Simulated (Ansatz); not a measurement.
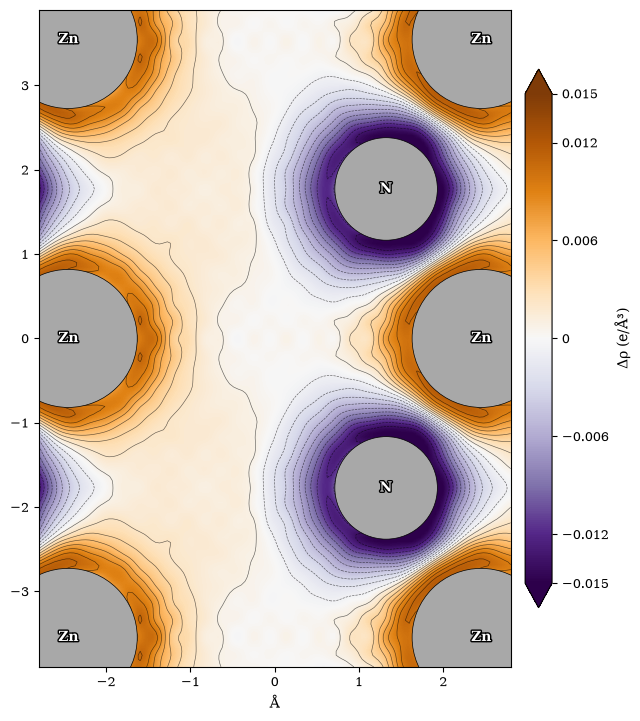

ZnSn2N3. Difference of the valence pseudo-densities of two functionals at the same geometry, on the (010) plane of the calculation cell: PBE less r2SCAN.

Both computed with Ansatz (plane waves, PAW), on the same k-point mesh. Grey discs cover the atomic cores.

```
CELL_PARAMETERS angstrom
0.00000 0.00000 4.89643
1.77263 -5.21395 2.44822
3.54527 0.00000 0.00000
ATOMIC_POSITIONS crystal
Zn 0.99118 0.00000 0.00000
Sn 0.66469 0.67392 0.66304
Sn 0.33861 0.32608 0.33696
N 0.08286 0.32873 0.83564
N 0.41158 0.67127 0.16436
N 0.76108 0.00000 0.50000
```

> Where does the change of functional move the electrons?

Against r2SCAN, PBE gives more density around Zn (+0.009 e/Å³ on average at 1.0 Å from the nucleus) and less density around N (−0.012 e/Å³ on average at 0.8 Å from the nucleus).
